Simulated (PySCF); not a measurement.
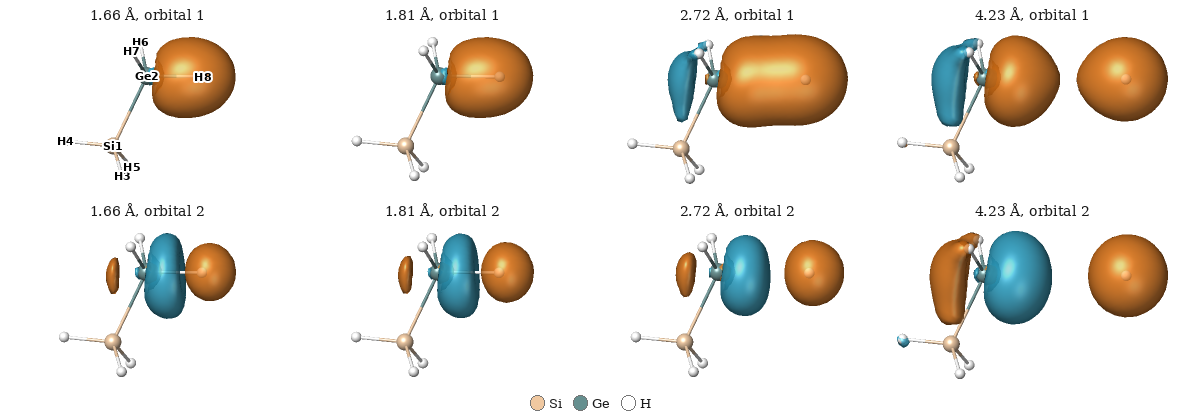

Figure 1: GeH6Si, SMILES `[SiH3][GeH3]`. Rigid stretch of the Ge2–H8 bond. The two CASSCF(2,2) natural orbitals nearest half filling (orbital 1 the more occupied).

PySCF calculation, 6-311G** basis, gas phase; geometry: GFN2-xTB. No frequency check shows the geometry to be a minimum. GFN2-xTB bond lengths at metals and heavier atoms can be off by up to 0.1 Å and shapes distorted, which carries into these values.

Cartesian coordinates (Å):

```
Si1     -1.5762   -0.0000    0.0000
Ge2      0.7540    0.0000    0.0000
H3      -2.0863    0.4295    1.3023
H4      -2.0863    0.9132   -1.0231
H5      -2.0863   -1.3426   -0.2792
H6       1.3997   -0.4219   -1.2876
H7       1.3997    1.3261    0.2784
H8       1.3997   -0.9041    1.0092
```

**How do the occupations change along the stretch?**

1.66 Å: 1.97 and 0.03; 1.81 Å: 1.96 and 0.04; 2.72 Å: 1.74 and 0.26; 4.23 Å: 1.16 and 0.84. At the longest distance computed (4.23 Å) they are 1.16 and 0.84, and the effective number of unpaired electrons is 1.9.

**Where does the UHF solution part from RHF?**

Between 2.04 Å (⟨S²⟩ = 0, the two coincide) and 2.34 Å (⟨S²⟩ = 0.37); at 4.23 Å ⟨S²⟩ is 1.00 and UHF lies 3.4 eV below RHF.

**How much energy does the stretch cost?**

By CASSCF, 3.2 eV from the lowest point of the scan (1.51 Å) to 4.23 Å; RHF gives 6.2 eV from its own lowest point. The fragments aren't relaxed and dynamic correlation is missing, so this isn't a bond dissociation energy.
